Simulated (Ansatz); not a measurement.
# GeH3 (SMILES [GeH3]) at UCCSD/STO-3G

What is the vertical doublet–quartet gap of GeH3 at UCCSD/STO-3G? 

Program for the calculation: Ansatz 0.2.0.

27 further runs of the same task are left out: 1 that didn't finish, 26 set aside as unsound or not needed.

## 1. The system as given

The species is GeH3 (4 atoms), meant as a doublet with charge 0. SMILES: `[GeH3]`. Geometry: relaxed at PBE0-D4/def2-TZVP.

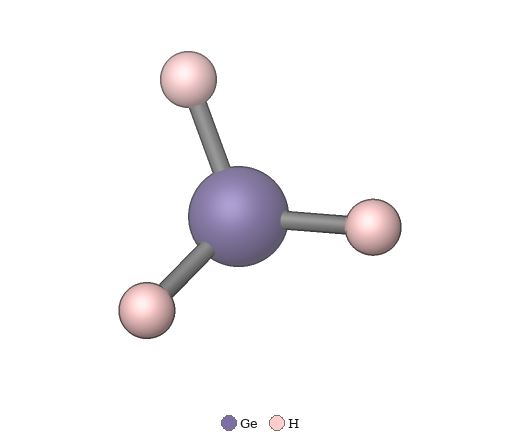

The structure, seen from a chosen angle (germanium purple, hydrogen pink).

## 2. A single-point energy at UCCSD/STO-3G

Input file molecule.yaml:

```yaml
crystal:
  periodic: [false, false, false]
  atoms:
    - symbol: Ge
      position_ang: [0.214600, -0.125900, -0.249400]
    - symbol: H
      position_ang: [1.055000, 0.109600, 1.018300]
    - symbol: H
      position_ang: [-0.882800, -1.175900, -0.000100]
    - symbol: H
      position_ang: [-0.386800, 1.192200, -0.768800]
basis:
  gaussian:
    orbitals: STO-3G
correlation:
  method: ccsd
  frozen_orbitals: {Ge: 9, H: 0}
accuracy: high
scf:
  omitted_lower_state_checks: [cluster_reference, increment]
magnetization:
  spin_polarized: true
  initial_magnetization: 1
```

Run with:

```console
$ ansatz run molecule.yaml --threads 1 --pin off --max-ram 2610MiB --events-out events.jsonl --progress --plain --runs-dir runs
```

Standard output (excerpt; [...] marks lines left out):

```text
Warning: RAYON_NUM_THREADS=1 ignored (pool sized by the plan → 1); use --threads N
Functional definition: HF
  name "HF"
[...]
263 factors; integrals over basis functions are off by at most 1.2e-8 eV
[...]
mean field -55876.92859105 eV, -2053.4392509786 hartree, gradient 5.5e-8 eV, S^2 0.753568; 0 other end points of the search recorded, 0 dependent functions left out
9 core orbitals not correlated: weight in the atoms' cores, before any rotation towards them, 1.000 or more for the frozen orbitals, at most 0.000 for the correlated occupied ones
reference -55876.92859105 eV, -2053.4392509786 hartree; 9, 8 occupied and 3, 4 virtual orbitals, 263 factors
second order -0.92372870 eV of doubles, -0.00000000 eV of singles
cycle   1  -1.23421205 eV  change   -3.1e-1 eV  update   4.9e-2
[...]
cycle  19  -1.42542610 eV  change  -9.1e-10 eV  update  5.6e-10
Total energy: -55878.35401715 eV, -2053.4916344216 hartree
Checks for a lower state left out: cluster_reference, increment
```

Run time: 0.22 s. Hardware: 1 thread of Arm Neoverse V1, shared host.

## 3. The quartet, same level

Input file input.yaml:

```yaml
crystal:
  periodic: [false, false, false]
  atoms:
    - {symbol: Ge, position_ang: [0.214600, -0.125900, -0.249400]}
    - {symbol: H, position_ang: [1.055000, 0.109600, 1.018300]}
    - {symbol: H, position_ang: [-0.882800, -1.175900, -0.000100]}
    - {symbol: H, position_ang: [-0.386800, 1.192200, -0.768800]}
basis:
  gaussian:
    orbitals: STO-3G
scf:
  omitted_lower_state_checks: [cluster_reference, increment]
correlation:
  method: ccsd
  frozen_orbitals: {Ge: 9, H: 0}
magnetization:
  spin_polarized: true
  initial_magnetization: 3
accuracy: high
```

Run with:

```console
$ ansatz run input.yaml --threads 1 --pin off --max-ram 2610MiB --events-out events.jsonl --progress --plain --runs-dir runs
```

Standard output (excerpt; [...] marks lines left out):

```text
Warning: RAYON_NUM_THREADS=1 ignored (pool sized by the plan → 1); use --threads N
Functional definition: HF
  name "HF"
[...]
263 factors; integrals over basis functions are off by at most 1.2e-8 eV
[...]
mean field -55865.36607179 eV, -2053.0143362332 hartree, gradient 2.5e-8 eV, S^2 3.754081; 2 other end points of the search recorded, 0 dependent functions left out
9 core orbitals not correlated: weight in the atoms' cores, before any rotation towards them, 1.000 or more for the frozen orbitals, at most 0.000 for the correlated occupied ones
reference -55865.36607179 eV, -2053.0143362332 hartree; 10, 7 occupied and 2, 5 virtual orbitals, 263 factors
second order -0.68797182 eV of doubles, -0.00000000 eV of singles
cycle   1  -0.93342181 eV  change   -2.5e-1 eV  update   4.9e-2
[...]
cycle  38  -1.13318523 eV  change   6.6e-10 eV  update   1.4e-9
Total energy: -55866.49925702 eV, -2053.0559800223 hartree
Checks for a lower state left out: cluster_reference, increment
```

Run time: 0.36 s. Hardware: 1 thread of Arm Neoverse V1, shared host.

## 4. Outcome

At UCCSD/STO-3G, 9 core orbitals frozen:

| quantity | value |
| --- | --- |
| doublet: total energy | -2053.49163 Eh |
| doublet: correlation energy (9 core orbitals frozen) | -52.4 mEh |
| doublet: ⟨S²⟩ of the reference determinant | 0.754 |
| doublet: T1 diagnostic | 0.003 |
| quartet: total energy | -2053.05598 Eh |
| quartet: correlation energy (9 core orbitals frozen) | -41.6 mEh |
| quartet: ⟨S²⟩ of the reference determinant | 3.754 |
| quartet: T1 diagnostic | 0.020 |
| vertical energy of the quartet above the doublet | 11.855 eV |

At this shape the quartet lies 11.85 eV (1144 kJ/mol) above the doublet. In a minimal basis such a difference can be off by several eV, whatever the method.
